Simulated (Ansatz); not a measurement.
# ClH₃S₃Si: how energies converge with the basis set

How large a basis does ClH₃S₃Si need? Two functionals are run in growing sets.

The runs use Ansatz 0.2.0, Gaussian basis; one geometry, several basis sets.

Plan: PBE0-D4/def2-SVP; ωB97M-V/def2-SVP; PBE0-D4/def2-QZVPP; ωB97M-V/def2-QZVPP; the functionals' def2-TZVPP values are taken from earlier runs.

## Step 1: Structure used throughout

An earlier PBE0-D4 in a triple-zeta def2 set relaxation fixed the geometry.

SMILES `S[Si](S)(S)Cl`, 8 atoms, charge 0, spin multiplicity 1.

Atoms are counted from 1 here; the program's logs count them from 0.

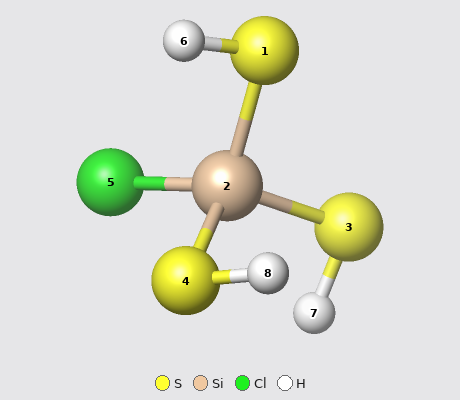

The structure; sulfur yellow, silicon light orange, chlorine green, hydrogen white; atoms are numbered from 1 in the order of the file.

As a file:

```csv
atom,x (Å),y (Å),z (Å)
S1,-1.0832,1.4014,1.1766
Si2,0.1431,0.2746,-0.1342
S3,1.8278,-0.1603,1.0760
S4,-0.8030,-1.4369,-0.9579
Cl5,0.6520,1.3332,-1.8163
H6,-2.0784,1.4898,0.2770
H7,2.3932,-0.9284,0.1285
H8,-1.0515,-1.9735,0.2503
```

## Step 2: PBE0-D4 in def2-SVP

Input file in.yaml:

```yaml
crystal:
  periodic: [false, false, false]
  atoms:
    - {symbol: S, position_ang: [-1.083169, 1.401412, 1.176598]}
    - {symbol: Si, position_ang: [0.143098, 0.274608, -0.134231]}
    - {symbol: S, position_ang: [1.827759, -0.160269, 1.076012]}
    - {symbol: S, position_ang: [-0.802950, -1.436890, -0.957879]}
    - {symbol: Cl, position_ang: [0.651978, 1.333227, -1.816257]}
    - {symbol: H, position_ang: [-2.078378, 1.489764, 0.276963]}
    - {symbol: H, position_ang: [2.393194, -0.928375, 0.128456]}
    - {symbol: H, position_ang: [-1.051543, -1.973476, 0.250328]}
basis:
  gaussian: {orbitals: def2-SVP}
hamiltonian: {xc: pbe0, dispersion: d4}
output: {orbitals: {seedname: orbitals}}
```

The runs that follow: ωB97M-V in def2-SVP; PBE0-D4 in def2-QZVPP; ωB97M-V in def2-QZVPP.

Before running them: what should the planned runs give, taken together? Wanted: PBE0-D4: double and triple zeta above quadruple; ωB97M-V: double and triple zeta above quadruple.

**Answer**, as computed:

| quantity | value |
| --- | --- |
| PBE0-D4: double and triple zeta above quadruple | 20.21, 1.61 eV |
| ωB97M-V: double and triple zeta above quadruple | 19.99, 1.53 eV |

PBE0-D4 gains 18.60 eV from double to triple zeta, then 1.61 eV more. Total energies overstate the basis error of differences, where much of it tends to cancel. The LUMO of ωB97M-V is positive and keeps falling with the basis (1.81 to 1.00 eV): an unbound level that the basis holds in place.
